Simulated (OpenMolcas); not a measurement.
# BSiN2H5 (SMILES N[SiH]1BN1) at 6 levels

Aim: a comparison of 6 runs (HF/3-21G, BLYP/cc-pVDZ, M06-L/cc-pVDZ, PBE/cc-pVDZ, PBE0/cc-pVDZ, r2SCAN/cc-pVDZ) of BSiN2H5. 

Program for the calculation: OpenMolcas 26.06.

1 further run of the same task is left out (set aside as unsound or not needed).

## Step 1: Starting point

BSiN2H5: 9 atoms, total charge 0, spin state singlet. SMILES: `N[SiH]1BN1`. The N1–Si2 distance was set to 2.553 Å, away from the relaxed value. At this shape a bond of the SMILES string is far longer than usual.

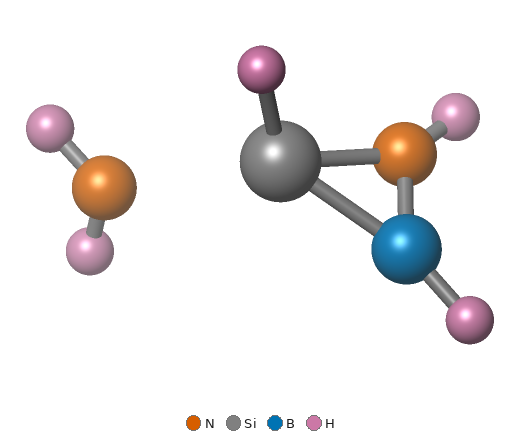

The structure, seen from a chosen angle (nitrogen orange, silicon grey, boron blue, hydrogen pink).

## Step 2: A single-point energy at HF/3-21G (run 1)

mol.inp

```
* BH5N2Si Hartree-Fock
&gateway
baslib=$CurrDir
coord
9
angstrom
N       -1.086148       2.294396       0.062051
Si       0.258900       0.175500       0.530500
B       -0.233900      -1.625800       0.110200
N        0.650500      -0.971600      -0.738400
H       -0.669648       3.209596       0.056751
H       -2.010148       2.283596      -0.333449
H        1.441200       0.620900       1.305200
H       -0.741300      -2.702400       0.114400
H        1.134000      -1.211600      -1.592900
basis=3-21G
group=NoSym
&seward
&scf
thresholds=1e-10 1e-07 1e-07 1e-05
prorbitals=1
```

The basis set 3-21G is read from a file made from the Basis Set Exchange's data (not shown).

The run is started by

```bash
$ export MOLCAS_MEM=1860
$ pymolcas mol.inp > mol.log
```

Output:

```text
--- Start Module: gateway ---
[...]
--- Stop Module: gateway /rc=_RC_ALL_IS_WELL_ ---
--- Start Module: seward ---
[...]
      Basis functions           50
--- Stop Module: seward /rc=_RC_ALL_IS_WELL_ ---
--- Start Module: scf ---
[...]
       Convergence after  15 Iterations
[...]
::    Total SCF energy                               -423.0218281615
[...]
      Total spin, S                                     0.0000000000
[...]
      Total electronic charge=   38.000000
      Total            charge=   -0.000000
[...]
      Dipole Moment (debye):
      Origin of the operator (angstrom)=   -0.0317    0.1076    0.0851
                   X=  1.5782E+00               Y= -1.5411E+00               Z= -1.0276E+00           Total=  2.4335E+00
      Quadrupole Moment (debye*angstrom):
[...]
--- Stop Module: scf /rc=_RC_ALL_IS_WELL_ ---
[...]
```

Run time: 1.7 s. Hardware: 1 thread of Intel Xeon 6975P-C (Granite Rapids), shared host; peak memory 0.38 GiB.

## Step 3: The energy at BLYP/cc-pVDZ (run 2)

geom.xyz

```xyz
9

N     -1.086148     2.294396     0.062051
Si     0.258900     0.175500     0.530500
B     -0.233900    -1.625800     0.110200
N      0.650500    -0.971600    -0.738400
H     -0.669648     3.209596     0.056751
H     -2.010148     2.283596    -0.333449
H      1.441200     0.620900     1.305200
H     -0.741300    -2.702400     0.114400
H      1.134000    -1.211600    -1.592900
```

mol.input

```
* BH5N2Si Kohn-Sham DFT

&GATEWAY
 BasLib = $CurrDir
 Coord = geom.xyz
 Basis = cc-pVDZ
 Group = NoSym

&SEWARD
 GridInput
 Grid=UltraFine
 End of Grid

&SCF
 KSDFT = BLYP
 Thresholds = 1e-10 1e-07 1e-07 1e-05
 PrOrbitals = 1 1
```

The basis set cc-pVDZ is read from a file made from the Basis Set Exchange's data (not shown).

The run is started by

```bash
$ export MOLCAS_MEM=1860
$ pymolcas mol.input > mol.log
```

Output:

```text
--- Start Module: gateway ---
[...]
--- Stop Module: gateway /rc=_RC_ALL_IS_WELL_ ---
--- Start Module: seward ---
[...]
      Basis functions           85
--- Stop Module: seward /rc=_RC_ALL_IS_WELL_ ---
[...]
--- Start Module: scf ---
[...]
       Convergence after  21 Iterations
[...]
::    Total KS-DFT energy                            -426.7086049388
[...]
      Total spin, S                                     0.0000000000
[...]
      Total electronic charge=   38.000000
      Total            charge=   -0.000000
[...]
      Dipole Moment (debye):
      Origin of the operator (angstrom)=   -0.0317    0.1076    0.0851
                   X=  1.6435E+00               Y= -1.4024E+00               Z= -1.3126E+00           Total=  2.5280E+00
      Quadrupole Moment (debye*angstrom):
[...]
--- Stop Module: scf /rc=_RC_ALL_IS_WELL_ ---
[...]
```

It took 27 s on 1 thread of Intel Xeon 6975P-C (Granite Rapids), shared host; peak memory 0.47 GiB.

Runs 3 to 5 aren't shown in full; the table further down has their settings and results.

## Step 4: A single-point energy at r2SCAN/cc-pVDZ (run 6)

mol.xyz

```xyz
9

N     -1.086148     2.294396     0.062051
Si     0.258900     0.175500     0.530500
B     -0.233900    -1.625800     0.110200
N      0.650500    -0.971600    -0.738400
H     -0.669648     3.209596     0.056751
H     -2.010148     2.283596    -0.333449
H      1.441200     0.620900     1.305200
H     -0.741300    -2.702400     0.114400
H      1.134000    -1.211600    -1.592900
```

mol.input

```
&gateway
baslib
$CurrDir
coord
mol.xyz
basis
cc-pVDZ
group
NoSym
&seward
gridinput
Grid=UltraFine
End of Grid
&scf
ksdft
2
1.0 MGGA_X_R2SCAN
1.0 MGGA_C_R2SCAN
thresholds
1e-10 1e-07 1e-07 1e-05
prorbitals
1 2
```

The basis set cc-pVDZ is read from a file made from the Basis Set Exchange's data (not shown).

The run is started by

```bash
$ export MOLCAS_MEM=1860
$ pymolcas mol.input > mol.log
```

Output:

```text
--- Start Module: gateway ---
[...]
--- Stop Module: gateway /rc=_RC_ALL_IS_WELL_ ---
--- Start Module: seward ---
[...]
      Basis functions           85
--- Stop Module: seward /rc=_RC_ALL_IS_WELL_ ---
[...]
--- Start Module: scf ---
[...]
       Convergence after  16 Iterations
[...]
::    Total KS-DFT energy                            -426.6568688683
[...]
      Total spin, S                                     0.0000000000
[...]
      Total electronic charge=   38.000000
      Total            charge=   -0.000000
[...]
      Dipole Moment (debye):
      Origin of the operator (angstrom)=   -0.0317    0.1076    0.0851
                   X=  1.7341E+00               Y= -1.5809E+00               Z= -1.3091E+00           Total=  2.6870E+00
      Quadrupole Moment (debye*angstrom):
[...]
--- Stop Module: scf /rc=_RC_ALL_IS_WELL_ ---
[...]
```

It took 30 s on 1 thread of Intel Xeon 6975P-C (Granite Rapids), shared host; peak memory 0.47 GiB.

## Step 5: All runs side by side

```tsv
run	level	integration grid	energy (Eh)	dipole moment (D)	HOMO energy (eV)	LUMO energy (eV)	wall time
1	HF/3-21G	–	-423.021828	2.43	-8.63	2.38	1.7 s
2	BLYP/cc-pVDZ	UltraFine	-426.708605	2.53	-3.53	-2.24	27 s
3	M06-L/cc-pVDZ	UltraFine	-426.748723	2.68	-3.87	-2.17	34 s
4	PBE/cc-pVDZ	UltraFine	-426.439367	2.57	-3.69	-2.39	27 s
5	PBE0/cc-pVDZ	UltraFine	-426.473180	2.76	-5.11	-1.52	24 s
6	r2SCAN/cc-pVDZ	UltraFine	-426.656869	2.69	-3.97	-2.25	30 s
```

## Step 6: Outcome

```
            quantity          value
 run 6: total energy  -426.65687 Eh
run 6: dipole moment         2.69 D
  run 6: HOMO energy       -3.97 eV
  run 6: LUMO energy       -2.25 eV
run 6: HOMO–LUMO gap        1.72 eV
```

**Reading.** The dipole moment (its size) runs from 2.43 D (HF/3-21G) to 2.76 D (PBE0/cc-pVDZ). The two ends differ in method and basis. The HOMO–LUMO gap runs from 1.28 eV (BLYP/cc-pVDZ) to 11.01 eV (HF/3-21G). Totals of different functionals can't be ranked against each other. All runs together took 2.4 min, the longest 34 s.
